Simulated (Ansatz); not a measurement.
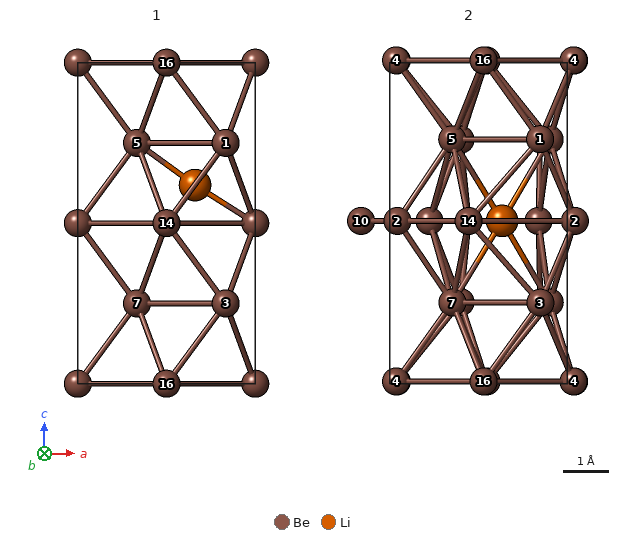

Two geometries of a defect cell of composition LiBe16, drawn at one scale. One is the start of a relaxation, the other its converged end. A ball-and-stick model of the cell of the calculation, reduced to other axes (origin shifted), seen along the b axis. Lengths and directions refer to the drawn axes.

Method: DFT PBE, scalar-relativistic, plane waves, PAW in Ansatz. Settings: plane-wave cutoff 420 eV; k-point mesh 5 × 5 × 3; occupations gaussian; smearing width 0.1 eV; no spin polarisation; atoms relaxed in a fixed cell; force threshold 0.03 eV/Å; at most 60 steps.

> Which geometry has the lower energy?

Structure 2 is the relaxed one. It is an interstitial Li in hcp Be. The run prepares an end point of a later path (interstitial hop) calculation, from a guessed geometry. A Be atom moves most: 1.13 Å roughly along [−3 1 0]. By element the largest moves are Be 1.13 Å, Li 0.96 Å. The cell stays as it was. Some distances before and after: Be–Be 2.290 → 3.696 Å, Be–Be 2.229 → 3.259 Å, Be–Li 1.662 → 2.619 Å, Be–Be 3.196 → 2.244 Å. New bonds form: Be–Li (2.76 → 2.00 Å), Be–Li (2.95 → 2.18 Å), Be–Li (2.95 → 2.22 Å). Bonds break: Be–Li (1.66 → 2.62 Å). Bond angles that change, for instance: Be–Li–Be 94.2° → 178.7°, Be–Li–Be 175.3° → 107.9°, Be–Li–Be 175.3° → 114.9°. After 12 accepted moves (13 points after the start) the energy has fallen by 4.620 eV per cell of the calculation. Largest force component: 4.1 eV/Å at the start, 0.013 eV/Å at the end. 1 step only repeated the SCF at the same geometry. The run took of the order of 4 core-minutes on a shared host.

Limits of the set-up: the periodic images lie only 4.0 Å apart, so the values are limited by the cell's size.
